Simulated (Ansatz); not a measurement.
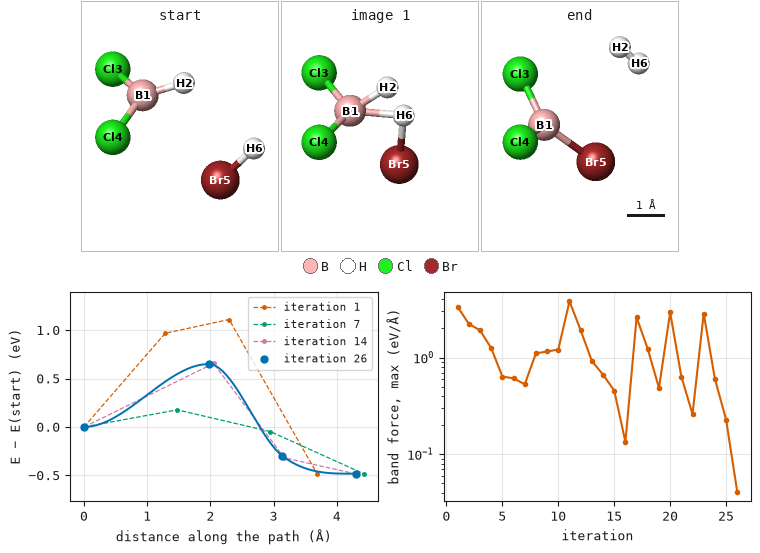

A nudged-elastic-band calculation for BH₂BrCl₂, made up of BHCl₂ and HBr. Images are numbered from 0 (start) to 3 (end). The plot follows the band through its iterations. A ball-and-stick model, seen from a free direction.

Level of theory: RKS PBE/def2-SVP in Ansatz.

The input:
```yaml
crystal:
  periodic: [false, false, false]
  atoms:
    - { symbol: B, position_ang: [-0.005671, 0.457191, -0.227825] }
    - { symbol: H, position_ang: [-0.001419, 0.629823, 0.968761] }
    - { symbol: Cl, position_ang: [1.510415, 0.404168, -1.099163] }
    - { symbol: Cl, position_ang: [-1.529498, 0.327869, -1.077401] }
    - { symbol: Br, position_ang: [0.088179, -2.888453, 1.207433] }
    - { symbol: H, position_ang: [0.073994, -2.015896, 2.347396] }
basis:
  gaussian: { orbitals: def2-SVP }
hamiltonian:
  xc: pbe
neb:
  order_check: false
  images: 2
  f_tol: 0.05
  max_iterations: 60
  climbing: true
  final_atoms:
    - { symbol: B, position_ang: [0.02020908, -0.71750119, -0.75020233] }
    - { symbol: H, position_ang: [0.01588244, 0.35383453, 2.49382251] }
    - { symbol: Cl, position_ang: [1.51392243, 0.17018674, -0.97318442] }
    - { symbol: Cl, position_ang: [-1.51933834, 0.09401085, -0.95068811] }
    - { symbol: Br, position_ang: [0.0702995, -2.57894603, -0.29990539] }
    - { symbol: H, position_ang: [0.03502488, -0.4068829, 2.59935873] }
  initial_path:
    images:
      - { positions_ang: [[-0.005671, 0.457191, -0.227825], [-0.001419, 0.629823, 0.968761], [1.510415, 0.404168, -1.099163], [-1.529498, 0.327869, -1.077401], [0.088179, -2.888453, 1.207433], [0.073994, -2.015896, 2.347396]] }
      - { positions_ang: [[-0.00292711, 0.16134192, -0.06228438], [8.74e-05, 0.17859876, 1.36245229], [1.57533367, 0.17016118, -0.973839], [-1.58569729, 0.14039951, -0.9634112], [0.09721412, -2.45090302, 0.84955093], [0.0519892, -1.28489635, 1.90673237]] }
      - { positions_ang: [[0.00569958, -0.23022214, -0.23641016], [0.00585455, 0.0866026, 1.87080612], [1.57650281, 0.09216743, -0.93184614], [-1.58231073, 0.06244679, -0.92117358], [0.09125429, -2.34773403, 0.3471048], [0.0389995, -0.74855865, 1.99071995]] }
      - { positions_ang: [[0.02020908, -0.71750119, -0.75020233], [0.01588244, 0.35383453, 2.49382251], [1.51392243, 0.17018674, -0.97318442], [-1.51933834, 0.09401085, -0.95068811], [0.0702995, -2.57894603, -0.29990539], [0.03502488, -0.4068829, 2.59935873]] }
```

Launched with:
```bash
ansatz run input.yaml --threads 2 --pin off --max-ram 3072MiB --backend cpu --events-out ev --progress --plain --runs-dir out
```

Judge this run.

The run is converged, with reservations. The band converged in 26 iterations. The largest component of the band force went from 3.4 to 0.041 eV/Å. The climbing image converged on the top of the path. Its curvatures weren't checked. So few images resolve the path coarsely. The first iteration put the highest image at 1.11 eV. The energy climbs by 0.65 eV to image 1 and then falls by 1.13 eV, so the end point sits at −0.48 eV.

Limits of the set-up: the start holds two separate molecules, 3.0 Å apart at their closest, whose relative position is a soft coordinate and is computed without a dispersion correction.
